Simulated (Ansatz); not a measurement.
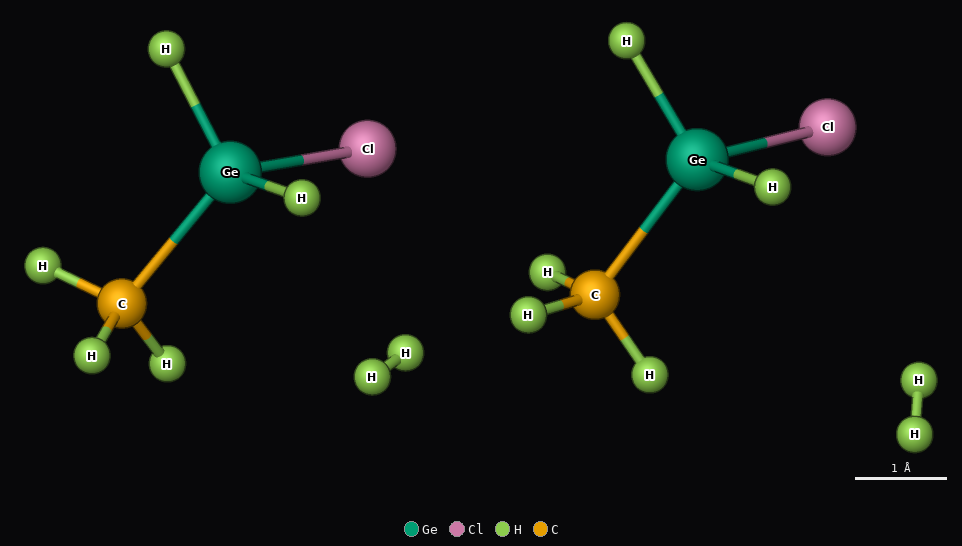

Two geometries of CH$_{7}$ClGe, drawn at one scale. One is the start of a relaxation, the other its converged end. Style: ball-and-stick. Shown face on.

Method: RKS B3LYP-D4/def2-mTZVP (Ansatz 0.2.0). Set-up: no spin polarisation; force threshold 0.03 eV/Å; at most 50 steps.

Which one is relaxed?

The right one is the relaxed one. The run prepares an end point of a later path (reaction) calculation, from a guessed geometry. The energy falls by 4.65 kcal/mol in 11 accepted moves (12 points after the start). Largest force component: 1.2 eV/Å at the start, 0.0013 eV/Å at the end. The line search rejected the trial step at point 8 of the run. The forces were under the threshold at step 7, but the run went on from there. The atom that moves furthest after the best rigid fit is an H atom (0.96 Å). By element the largest moves are H 0.96 Å, Cl 0.33 Å, Ge 0.21 Å, C 0.14 Å. Among the contacts that change: H–H 0.707 → 0.742 Å, Cl–Ge 2.214 → 2.197 Å, C–Ge 1.963 → 1.955 Å. Groups turn about C–Ge by about 35°.

Limits of the set-up: the start holds two separate molecules, 2.4 Å apart at their closest, whose relative position is a soft coordinate.
